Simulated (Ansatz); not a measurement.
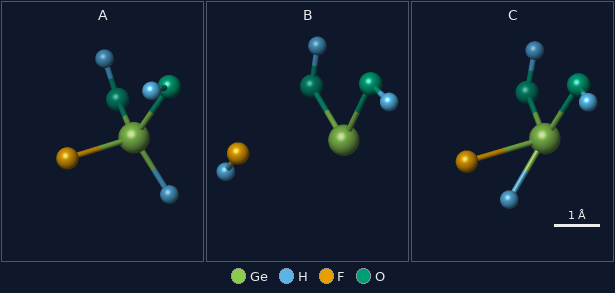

3 geometries from a converged minimum-energy path of GeH3O2F, shuffled. Style: ball-and-stick. Shown from a free direction.

Computed with Ansatz, RKS PBE/def2-SVP. Run with 5 movable images; climbing image; force threshold 0.05 eV/Å; iteration limit 60; starting path through a guess of the saddle point.

Question: Which frame is the top of the path?

Answer: C. In order along the path, whose images run from 0 to 6: A (image 0, 0.0 kcal/mol), C (image 2, +46.7 kcal/mol), B (image 4, +21.6 kcal/mol). Breaking: F–Ge (1.76 → 2.36 Å), Ge–H (1.54 → 2.21 Å). Forming: F–H (2.69 → 1.01 Å).

Cost: 2.3 min on 2 threads of Arm Neoverse V1 (shared host), peak memory 0.12 GiB.
